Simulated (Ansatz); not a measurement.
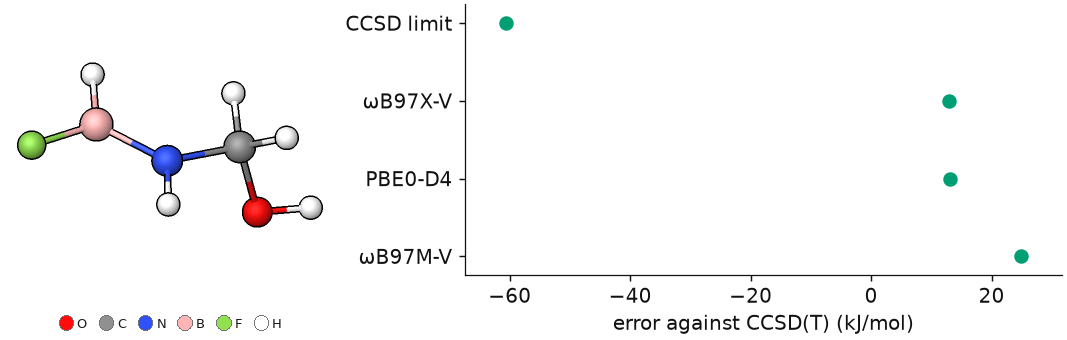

Error in the electronic atomisation energy (method less reference, so positive means overbinding) of CH₅BFNO, SMILES OCNBF: functionals in def2-TZVPP against frozen-core CCSD(T) at the limit (MP2 extrapolated from triple and quadruple zeta, plus CCSD(T) less MP2 in a smaller set), which gives 3965.8 kJ/mol, at a PBE0-D4/def2-TZVP geometry (no frequency check), no zero-point or spin-orbit term, the Ansatz code 0.2.0. The reference leaves out core correlation, a term that grows with the number of heavy atoms. Limit means the basis limit.

Which of these levels overbind, and which underbind?

Answer. Overbind: none clearly. Underbind: CCSD limit. Within 25 kJ/mol of zero, too close to call in view of what the reference leaves out: ωB97X-V, PBE0-D4 and ωB97M-V.

Give the values.

Answer.
| level | kJ/mol |
| --- | --- |
| CCSD limit | −60.6 |
| ωB97X-V | 13.0 |
| PBE0-D4 | 13.2 |
| ωB97M-V | 24.8 |

Caveats, for all or some of the runs: one conformer of a flexible molecule.
